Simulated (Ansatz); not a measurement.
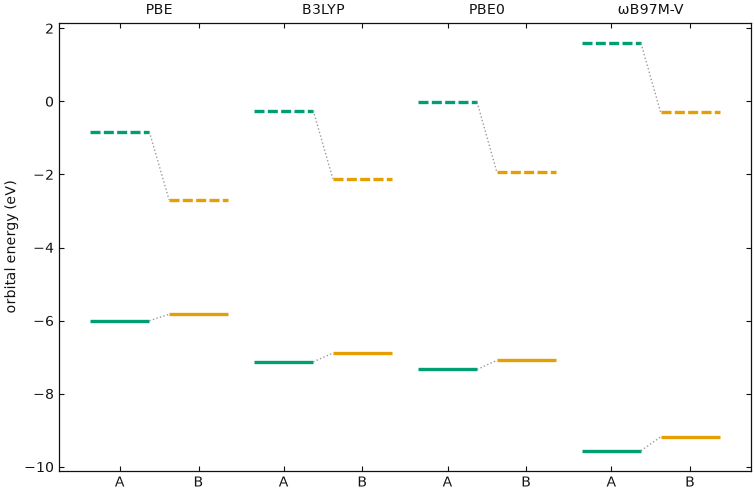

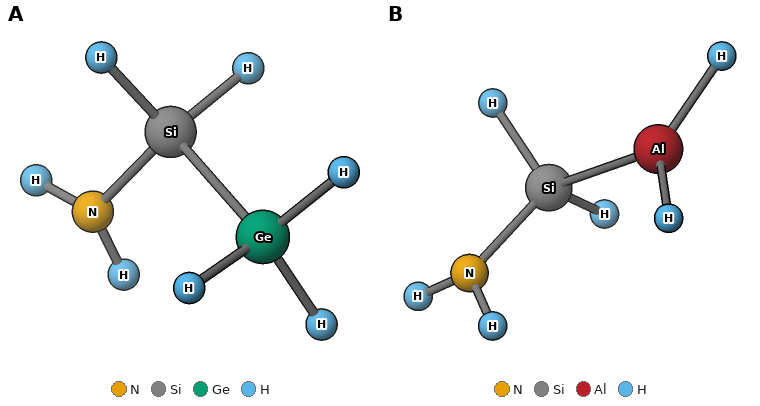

One change: A, GeSiNH₇ (SMILES N[SiH2][GeH3]), becomes B, AlSiNH₆ (SMILES N[SiH2][AlH2]). GeH₃ on Si is replaced by AlH₂. HOMO (solid) and LUMO (dashed) computed in def2-TZVPP at PBE0-D4/def2-TZVP geometries, both minima by their frequencies, gas phase, the Ansatz code. Empty levels above zero depend strongly on the basis.

> What does the change do to HOMO and LUMO?

PBE: the HOMO rises by 0.18 eV, the LUMO falls by 1.86 eV, and the separation goes from 5.17 to 3.13 eV. B3LYP: the HOMO rises by 0.24 eV, the LUMO falls by 1.87 eV, and the separation goes from 6.88 to 4.77 eV. PBE0: the HOMO rises by 0.25 eV, the LUMO falls by 1.91 eV, and the separation goes from 7.32 to 5.16 eV. ωB97M-V: the HOMO rises by 0.38 eV, the LUMO falls by 1.89 eV, and the separation goes from 11.15 to 8.88 eV.

> Do the functionals agree on the effect?

They agree on the direction for both levels; the HOMO shift lies between 0.18 and 0.38 eV and the LUMO shift between −1.91 and −1.86 eV, while the separations themselves differ by up to 6.0 eV between functionals.
